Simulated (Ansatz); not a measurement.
# Be3S2: one change and its effect

System: Be3S2, multiplicity 3.
Method of run A: UKS r2SCAN-D4/def2-TZVP (Ansatz 0.2.0).

The geometry: r2SCAN-D4/def2-TZVP start. Text and figures count atoms from 1; the logs count them from 0 in places.

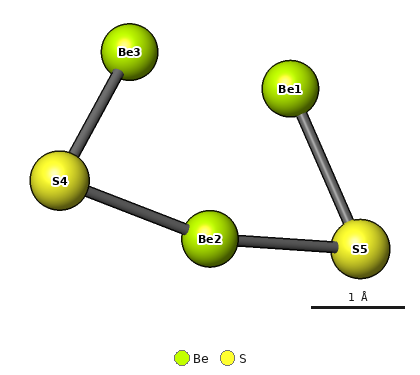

Figure 1. The starting structure (ball-and-stick view, seen at a tilt; atoms are numbered from 1 in the order of the input). Sticks mark near contacts. Bond lengths as drawn: Be–S 1.90 to 1.93 Å.

## Input, run A
```yaml
crystal:
  periodic: [false, false, false]
  atoms:
    - {symbol: Be, position_ang: [-0.699068, 1.298842, -0.078260]}
    - {symbol: Be, position_ang: [0.852629, -0.276511, -0.008117]}
    - {symbol: Be, position_ang: [-1.326736, -0.641857, 0.097536]}
    - {symbol: S, position_ang: [-0.000116, -2.004244, 0.158872]}
    - {symbol: S, position_ang: [1.173300, 1.623770, -0.170041]}
basis:
  gaussian: {orbitals: def2-TZVP}
magnetization: {spin_polarized: true, initial_magnetization: 2}
hamiltonian: {xc: r2scan, dispersion: d4}
scf: {lower_state_search: "off"}
output: {orbitals: {seedname: orbitals}}
relax: {f_tol: 0.02, max_steps: 100}
```

Command:
```bash
ansatz run in.yaml --threads 4 --pin off --events-out ev --progress --plain --max-ram 3916MiB
```

Hardware: 4 threads of Arm Neoverse V2, 95 GiB of memory available, shared host.

## Output, shortened to warnings, some set-up lines, iterations and results (run A)
```
[...]
mean field evaluation 1: about -22871.3057 eV, gradient 2.2e1 eV
mean field evaluation 2: about -22857.8615 eV, gradient 4.6e1 eV
mean field evaluation 4: about -22874.4030 eV, gradient 2.5e0 eV
mean field evaluation 8: about -22874.4474 eV, gradient 2.1e-1 eV
mean field evaluation 16: about -22874.4334 eV, gradient 6.7e-4 eV
relax step   1: F+E_penalty+E_count = -22874.46735861 eV  Δ(F+E_penalty+E_count) = +0.000e0 eV  max|allowed force component| = 7.838e-1 eV/Å  Δτ_max = 0.0000 Å  (20 SCF …
relax step   2: F+E_penalty+E_count = -22874.51427277 eV  Δ(F+E_penalty+E_count) = -4.691e-2 eV  max|allowed force component| = 2.399e-1 eV/Å  Δτ_max = 0.0424 Å  (23 SCF …
mean field evaluation 32: about -22874.5041 eV, gradient 7.2e-1 eV
relax step   3: F+E_penalty+E_count = -22874.52067035 eV  Δ(F+E_penalty+E_count) = -6.398e-3 eV  max|allowed force component| = 4.487e-2 eV/Å  Δτ_max = 0.0250 Å  (23 SCF …
relax step   4: F+E_penalty+E_count = -22874.52077421 eV  Δ(F+E_penalty+E_count) = -1.039e-4 eV  max|allowed force component| = 1.271e-2 eV/Å  Δτ_max = 0.0028 Å  (17 SCF …
Total energy: -22874.52079278 eV, -840.6231342276 hartree
Atom 0 at    -0.667397     1.353725    -0.083691 Å, force     0.010601     0.000306    -0.000494 eV/Å
Atom 1 at     0.788565    -0.255730    -0.007508 Å, force     0.004258    -0.001390    -0.000038 eV/Å
Atom 2 at    -1.333218    -0.704919     0.102728 Å, force     0.008429    -0.006506     0.000316 eV/Å
Atom 3 at     0.016015    -2.020759     0.159632 Å, force    -0.010583     0.007140    -0.000249 eV/Å
Atom 4 at     1.196044     1.627683    -0.171171 Å, force    -0.012705     0.000449     0.000466 eV/Å
Dipole moment:    -0.505220     0.163821     0.004809 e Å
Checks for a lower state left out: stability, starts, cluster_reference, orbital_swaps, neighbouring_geometries, increment
```

For run B the input was changed thus:
```diff
-magnetization: {spin_polarized: true, initial_magnetization: 2}
+magnetization: {spin_polarized: true, initial_magnetization: 4}
```

What does this change do to the results?

With the same method and basis, run B lies 67.1 kcal/mol higher. The HOMO goes from −4.25 to −4.18 eV. The LUMO goes from −5.01 to −6.93 eV. The dipole moment goes from 2.55 to 0.97 D. On the same kind of shared host run B took about 4.2 times as long.

## Output, shortened to warnings, some set-up lines, iterations and results (run B)
```
[...]
mean field evaluation 1: about -22868.9419 eV, gradient 1.7e1 eV
mean field evaluation 2: about -22867.8617 eV, gradient 2.1e1 eV
mean field evaluation 4: about -22871.0655 eV, gradient 1.9e0 eV
mean field evaluation 8: about -22871.0962 eV, gradient 1.1e-1 eV
mean field evaluation 16: about -22871.0807 eV, gradient 9.5e-4 eV
[... 15 lines ...]
mean field evaluation 128: about -22871.5794 eV, gradient 1.1e-2 eV
relax step  13: F+E_penalty+E_count = -22871.59260391 eV  Δ(F+E_penalty+E_count) = -5.921e-3 eV  max|allowed force component| = 1.952e-1 eV/Å  Δτ_max = 0.0383 Å  (23 SCF …
relax step  14: F+E_penalty+E_count = -22871.60851524 eV  Δ(F+E_penalty+E_count) = -1.591e-2 eV  max|allowed force component| = 1.012e-1 eV/Å  Δτ_max = 0.2000 Å  (24 SCF …
relax step  15: F+E_penalty+E_count = -22871.60918476 eV  Δ(F+E_penalty+E_count) = -6.695e-4 eV  max|allowed force component| = 6.167e-2 eV/Å  Δτ_max = 0.0855 Å  (22 SCF …
relax step  16: F+E_penalty+E_count = -22871.61003883 eV  Δ(F+E_penalty+E_count) = -8.541e-4 eV  max|allowed force component| = 1.147e-2 eV/Å  Δτ_max = 0.0303 Å  (22 SCF …
Total energy: -22871.61006109 eV, -840.5161668109 hartree
Atom 0 at    -0.510632     2.030459    -0.065933 Å, force    -0.010001    -0.002062     0.000339 eV/Å
Atom 1 at     0.411234    -0.133343    -0.003380 Å, force    -0.003831     0.001235    -0.000071 eV/Å
Atom 2 at    -1.603811    -1.344724     0.085868 Å, force    -0.006912     0.007559    -0.000151 eV/Å
Atom 3 at     0.274592    -2.057721     0.071729 Å, force     0.009274    -0.006811     0.000123 eV/Å
Atom 4 at     1.428626     1.505330    -0.088295 Å, force     0.011469     0.000079    -0.000240 eV/Å
Dipole moment:     0.191399    -0.062060    -0.001559 e Å
Checks for a lower state left out: stability, starts, cluster_reference, orbital_swaps, neighbouring_geometries, increment
```

## The two runs side by side

```tsv
quantity	run A	run B
outcome	converged	converged
total energy (hartree)	−840.623134	−840.516167
HOMO (eV)	−4.25	−4.18
LUMO (eV)	−5.01	−6.93
dipole moment (D)	2.55	0.97
⟨S²⟩	2.017	6.012
largest force (eV/Å)	0.013	0.012
basis functions	131	131
wall time (shared host)	8.5 s	36 s
```
